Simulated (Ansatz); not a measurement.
# Formation energy and levels of the self-interstitial Pb_i (4-fold void) in La2PbS4 (I-42d), part 2 of 2

Charge states of Pb_i (4-fold void) in La2PbS4 (I-42d), set against the band edges. Model: a cell of 56 host atoms with 1 Pb put in.

Ansatz; place-levels on PBEsol runs: charge-transition levels and formation energies with image-charge correction and potential alignment at the atomic sites.

So far: Starting point; The runs of each charge state; place-levels, PBEsol.

## 3. place-levels, PBEsol (continued)

Levels between the charges placed, in eV above the valence top:

```
        gap (eV)  (+2/+1)  (+1/0)  (0/−1)
PBEsol      2.10     1.34    1.13    2.09
```

Corrections by state:

```csv
charge,moment (μB),image terms and alignment (eV),band filling (eV),ε used,"over the lowest of its charge, as the program ranks them, band filling apart (eV)"
+2,0.0,0.907,-,"principal values (35.03, 38.65, 38.65)",0.000
+1,1.0,0.414,-,"principal values (35.03, 38.65, 38.65)",0.000
0,0.0,0.000,-,-,0.000
−1,1.0,-0.336,-,"principal values (35.03, 38.65, 38.65)",0.000
```

The charged structures listed were also run neutral, and place-levels reads from each pair, by the potential or the spins, how wide the charge is by which they differ; that can be the carrier of either run.

```
charge  rms radius (Å)  spread where it is widest against the cell (Å)  wide from (Å)  reading
    +2             4.4                                            3.04           1.73     wide
    +1             4.1                                            2.49           1.73     wide
    −1             4.0                                            2.54           1.73     wide
```

The neutral runs of these pairs need not share the spin of the lowest neutral state, and very wide values only mean spread over the cell.

From the program's caveats on the states, each cut to its opening words:

- charge +2: it parts from the run at its places by a charge that spreads by about 3 Å along one vector (1.7 Å or more is wide), by its potential at epsilon [9.97, 9.97, [...]
- charge +2: its displacements don't fall off away from the defect: farther atoms stand 0.069 Å off the host's places
- charge +1 (1 μB), −1 (1 μB): it parts from the run at its places by a charge that spreads by about 2.5 Å along one vector (1.7 Å or more is wide), by its potential at epsilon [9.97, 9.97, [...]
- charge +1 (1 μB): its sublattices stand up to 0.0587 Å off the host's, which by the two runs' forces adds about +0.02 eV to its energy against the host's, and moves the band [...]
- charge +1 (1 μB): its displacements don't fall off away from the defect: farther atoms stand 0.087 Å off the host's places
- charge 0: its alignment with the host at atomic sites is doubtful: the mean over the far sites moves by -0.0538 eV from their farther parts to their nearer, more than [...]
- charge 0: its sublattices stand up to 0.0622 Å off the host's, which by the two runs' forces adds about +0.01 eV to its energy against the host's, and moves the band [...]
- charge 0: its displacements don't fall off away from the defect: farther atoms stand 0.084 Å off the host's places
- charge −1 (1 μB): its displacements don't fall off away from the defect: farther atoms stand 0.071 Å off the host's places

Chemical potentials of the elements' reference phases, run alike. Formation energy by charge state (elemental references; gap 2.10 eV):

```csv
charge,at valence top (eV),at conduction bottom (eV),correction included (eV)
+2,1.78,5.98,0.91
+1,3.13,5.22,0.41
0,4.26,4.26,0.00
−1,6.35,4.25,-0.34
```

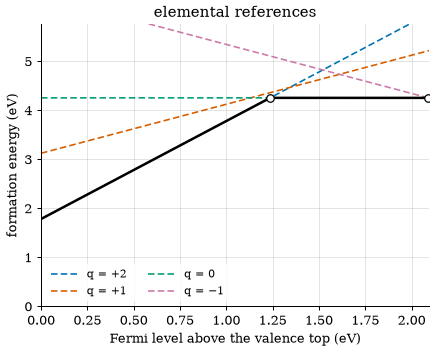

Formation energy against Fermi level; the thick line follows the lowest charge state and circles mark the transition levels.

Charge transition levels, in eV, zero at the valence-band top of the host:

|  | conduction bottom | valence top |
| --- | --- | --- |
| Pb_i (4-fold void) | 2.10 | 0.00 |

```
                     level  energy (eV)
Pb_i (4-fold void)  (+2/0)         1.24
Pb_i (4-fold void)  (0/−1)         2.09
```

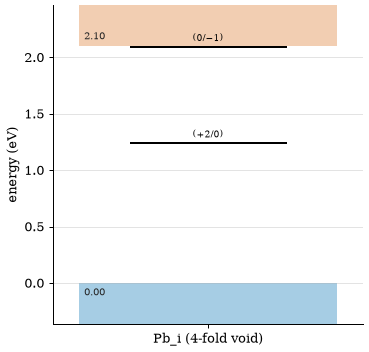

Charge transition levels. Shaded: valence and conduction bands.

## 4. Effect of the sampling

The relaxations' own energies give the levels at their sampling, for comparison.

Input file levels.relax_mesh.yaml:

```yaml
host:
  run: host.relax.run
  levels_from: { run: edges.relax.run }
states: [qm1_M1.relax.run, q0.relax.run, qp1_M1.relax.run, qp2.relax.run]
chemical_potentials:
  Pb:
    energy: -11754.942211
    dataset: <sha256 of the dataset>
```

Command:

```console
$ ansatz place-levels levels.relax_mesh.yaml -- --threads 8 --pin off --max-ram 14131MiB
```

Output:

```text
[...]
(0/-1) 2.036 eV above the valence edge, 0.060 eV under the conduction edge
[...]
formation energy of charge +2: +1.745 eV with the Fermi level at the valence edge
formation energy of charge +1: +3.118 eV with the Fermi level at the valence edge
formation energy of charge 0: +4.195 eV with the Fermi level at the valence edge
formation energy of charge -1: +6.231 eV with the Fermi level at the valence edge
  edges by pbesol of host.levels_from (edges.relax.run), its mesh sampled to repeats of 37.56 Å (the valence edge +0.062 eV and the conduction edge -0.160 eV from those of the host's own run), gap 2.096 eV; the host is sampled to repeats of 12.26 Å
[... the lines on each state left out ...]
```

Wall time 0.1 s (8 threads of AMD EPYC 9B45 (Zen 5), shared host).

Levels between neighbouring charges, in eV above the valence top:

```csv
,gap (eV),(+2/+1),(+1/0),(0/−1)
"one point at (¼, ¼, ¼)",2.10,1.37,1.08,2.04
a 2×2×2 shifted mesh,2.10,1.34,1.13,2.09
```

Going from one point at (¼, ¼, ¼) to a 2×2×2 shifted mesh moves the levels that carry no band-filling term by up to 0.05 eV and formation energies against the elements by up to 0.12 eV.

## 5. What came out

```json
{"gap of the host": "2.10 eV (PBEsol)", "level (plus 2/plus 1)": "1.34 eV above the valence top, not a change between lowest states", "level (plus 1/0)": "1.13 eV above the valence top, not a change between lowest states", "level (0/minus 1)": "2.09 eV above the valence top", "level (plus 2/0)": "1.24 eV above the valence top", "lowest of the charges placed, just above the valence top (0.02 eV)": "+2", "lowest of the charges placed, just below the conduction bottom (0.02 eV)": "0", "lowest formation energy at mid-gap of the charges run, elemental references": "3.88 eV"}
```

In words: Of the charges placed (−1, 0, +1 and +2), the lowest changes at 1.24 eV (+2/0) above the valence top, in a gap of 2.10 eV. (+2/0) passes over charge +1, which lies 0.11 eV above the two there; a lower structure or spin state of it, if missed, would change that. (0/−1) lies 0.01 eV from a band edge, less than the doubt on such levels. Charges above +2 were not placed, so these runs say nothing of levels that involve them. States placed: +2 at 0 μB; +1 at 1 μB; 0 at 0 μB; −1 at 1 μB. Other spin states or structures, where not listed, weren't placed. At charge −1, 0 and +1 the atom put in ends up to 1.0 Å from its starting place, so the name tells the start alone and the levels can join different sites. Going from one point at (¼, ¼, ¼) to a 2×2×2 shifted mesh moves the levels that carry no band-filling term by up to 0.05 eV and formation energies against the elements by up to 0.12 eV. The program doubts the alignment of potentials for at least one state, a sign that the cell is small. What this leaves open: PBEsol makes the gap too small and tends to spread out bound carriers; spin–orbit coupling, which can matter with heavy atoms, is left out; force components of up to 0.14 eV/Å remain in a run at the final settings.

[Logs are printed without paths, hosts, clocks, repeated set-up lines and the standing remarks that a program may print on its own settings, such as how far it seeks lower states.]

[Hosts, paths, dates, database ids (printed as entryN), source tags and the programs' standing remarks are cut or masked in the printed files.]

[Where a table of states has a column of steps, it counts the stored structures, which are thinned; the runs took as many ionic steps or more.]

[A defect's name tells the site on which it was built; relaxed atoms can leave that site.]

[For some hosts the program warned that the k-mesh of the response run may be too coarse for force constants and the static dielectric constant; such warnings are not shown here.]
